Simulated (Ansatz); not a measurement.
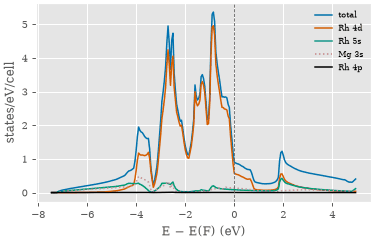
*Total and projected density of states of MgRh (CsCl type, Pm-3m), LDA in the plane-wave PAW code Ansatz*

Question: Which orbitals carry the states next to the Fermi level?

Answer: Within 0.5 eV of the Fermi level: Rh 4d 79 %, Mg 3s 8 %, Rh 5s 6 %, outside the projected shells 7 %. Projections are on Löwdin-orthogonalised atomic valence shells; empty p or d shells of many metals are not among them.

Question: Where is the tallest occupied peak in this window, and what makes it?

Answer: Near -0.8 eV, about 5.4 states/eV per cell; the largest projected share is Rh 4d.

The workflow started from a Materials Project entry (that database holds measured and hypothetical structures alike); the Crystallography Open Database files this formula in space group No. 221, but the cells were not matched. Whether it is the stable phase at ambient conditions was not checked. The LDA relaxation kept the symmetry of its start; of distortions, only those at the zone centre were tested. No spin polarisation was allowed. Spin–orbit coupling is left out wherever it is not named.

Potentials: the later of the program's two PAW sets.
